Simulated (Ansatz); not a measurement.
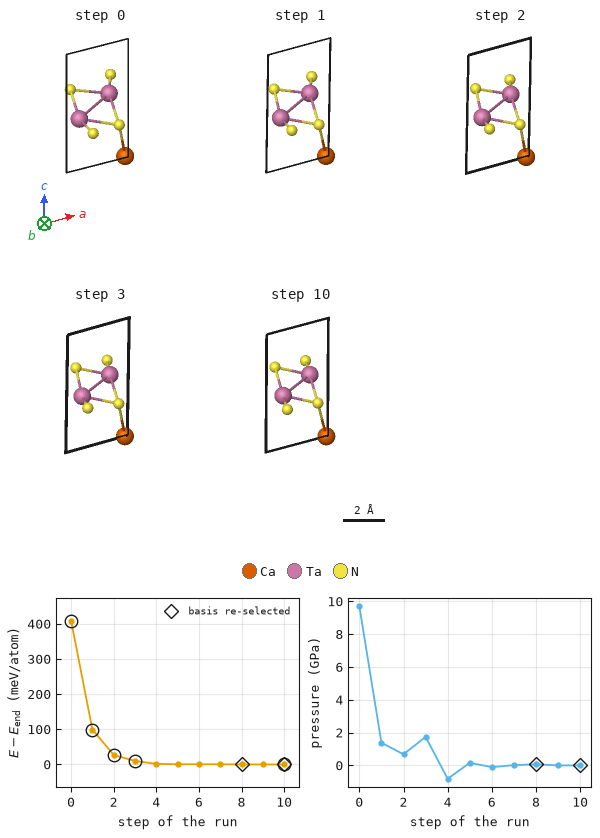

Frames of a relaxation of crystalline CaTa2N4 (built on the TiCr2S4-12 type type), marked on the history of the run. Style: ball-and-stick. Shown: the cell of the calculation, reduced to other axes, along the b axis. Lengths and directions refer to the drawn axes.

Case: shaken.

Method: DFT, PBEsol, plane waves, PAW (Ansatz 0.2.0). Settings: plane-wave cutoff 420 eV; k-point mesh 6 × 6 × 4; occupations fermi dirac; smearing width 0.05 eV; no spin polarisation; cell and atoms relaxed; force threshold 0.01 eV/Å; at most 120 steps.

**What happens along the run?**

Over 8 accepted moves (10 points after the start) the energy falls by 409 meV per atom. Largest force component: 4.7 eV/Å at the start, 0.0021 eV/Å at the end. The pressure goes from 9.70 to 0.00 GPa. At 2 points the geometry stayed and the basis and grid were re-selected for the new cell (energy shift of 0.5 meV per atom at most each time). The largest moves relative to the cell, 0.38 Å, are those of N atoms. By element the largest moves are N 0.38 Å, Ta 0.23 Å, Ca 0.12 Å. Cell: a 3.118 → 3.133 Å (+0.5 %), b 5.259 → 5.297 Å (+0.7 %), c 6.363 → 6.326 Å (−0.6 %), α 65.7° → 66.7°, β 76.2° → 75.7°, γ 88.4° → 90.0°. Volume +0.8 %. Near-neighbour distances that change, for instance: N–Ta 2.769 → 2.251 Å, N–Ta 2.698 → 2.252 Å, Ca–N 2.088 → 2.448 Å, N–Ta 2.306 → 1.995 Å. New bonds form, among them: N–Ta (2.77 → 2.25 Å). Among the angles between lasting bonds that change: Ca–N–Ta 146.6° → 122.8°, Ca–N–Ta 139.5° → 122.9°, Ca–N–Ta 100.0° → 83.5°. The space group (tolerance 0.01 Å) goes from P1 (No. 1) to C2/m (No. 12). From step 0 to 1: an N atom moves most (0.20 Å), volume +1.6 %, energy −310 meV per atom. From step 1 to 2: N atoms move most (0.20 Å), volume −0.9 %, energy −72.2 meV per atom. From step 2 to 3: N atoms move most (0.07 Å), volume −0.5 %, energy −17.2 meV per atom. From step 3 to 10: Ta and N atoms move most (0.08 Å), volume +0.6 %, energy −9.9 meV per atom.

| step | E − E(0), meV/atom | largest force component, eV/Å | pressure, GPa | volume, Å³/atom | note |
| --- | --- | --- | --- | --- | --- |
| 0 | 0.00 | 4.6654 | 9.70 | 13.154 |  |
| 1 | -309.92 | 1.7736 | 1.39 | 13.360 |  |
| 2 | -382.12 | 0.8932 | 0.68 | 13.243 |  |
| 3 | -399.29 | 0.5015 | 1.74 | 13.178 |  |
| 4 | -407.37 | 0.2677 | -0.82 | 13.275 |  |
| 5 | -408.57 | 0.0728 | 0.16 | 13.264 |  |
| 6 | -408.68 | 0.0184 | -0.10 | 13.265 |  |
| 7 | -408.71 | 0.0038 | 0.02 | 13.258 |  |
| 8 | -409.18 | 0.0040 | 0.07 | 13.258 | same geometry, new basis |
| 9 | -409.18 | 0.0021 | 0.00 | 13.262 |  |
| 10 | -409.19 | 0.0021 | 0.00 | 13.262 | same geometry, new basis |
